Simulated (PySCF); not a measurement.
Vertical excitations of a molecule C₃H₁₂Si₃ from TDA-PBE/def2-SVPD (PySCF), as energy in eV (oscillator strength): 5.58 (0.037), 5.60 (0.018), 5.85 (0.056), 5.91 (0.066), 6.18 (0.031), 6.23 (0.094). Lowest triplet (TDA): 4.95 eV. Geometry optimised at PBE-D3(BJ)/def2-SVP. Other conformers were not sampled.

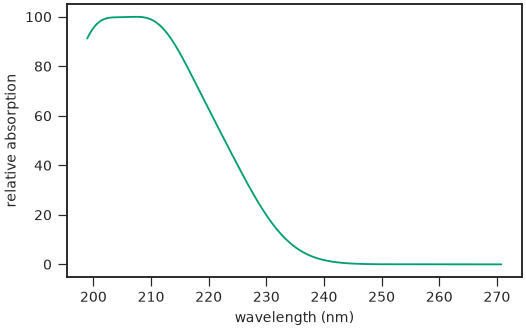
Figure: The lines broadened by 0.4 eV.

Pick the molecule that these values belong to.
(A) [SiH3][Si@H]1CC[SiH2]C1
(B) [SiH3]C[Si@H]1CC[SiH2]1
(C) C=CC[SiH2][SiH2][SiH3]
(D) [SiH3]C[C@H]1C[SiH2][SiH2]1

D, [SiH3]C[C@H]1C[SiH2][SiH2]1
